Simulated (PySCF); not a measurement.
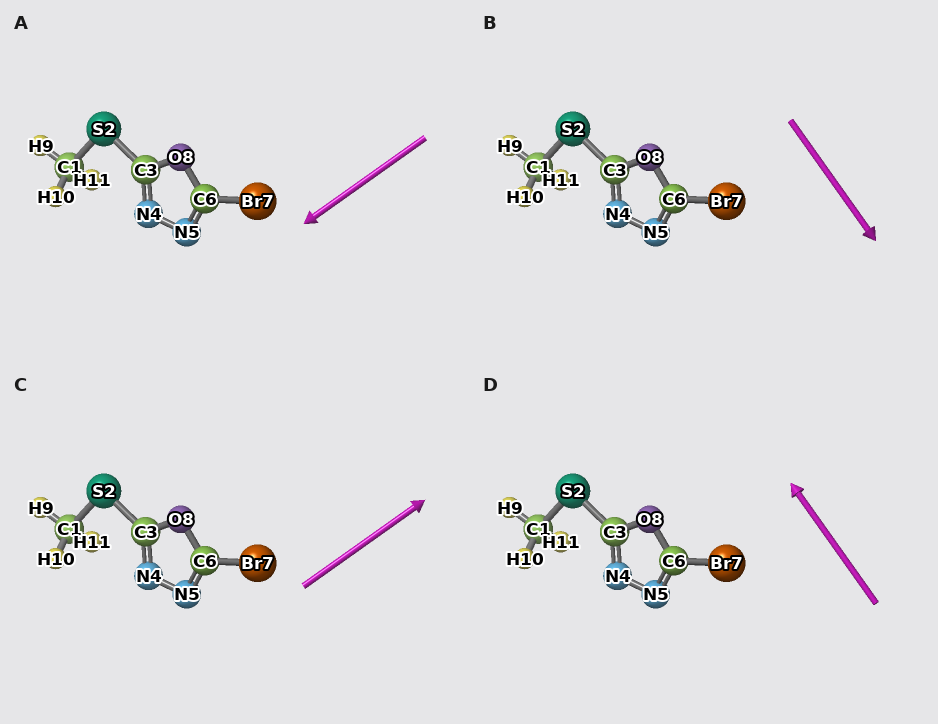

The same molecule four times, each with an arrow. Computed geometry: GFN2-xTB optimisation. No frequency run is at hand to confirm it as a minimum. Method: CAM-B3LYP/def2-SVPD, gas phase (PySCF 2.14.0).

Question: Which arrow points along the dipole moment, from the negative to the positive end?

Answer: D. The dipole moment is 2.20 D; it points from the side of Br7 to the side of H9 (the outermost atoms at the two ends).

The geometry is semi-empirical. Around Br such bond lengths and angles can be off by a tenth of an ångström or more and by several degrees, and values that hang on the shape move with them.
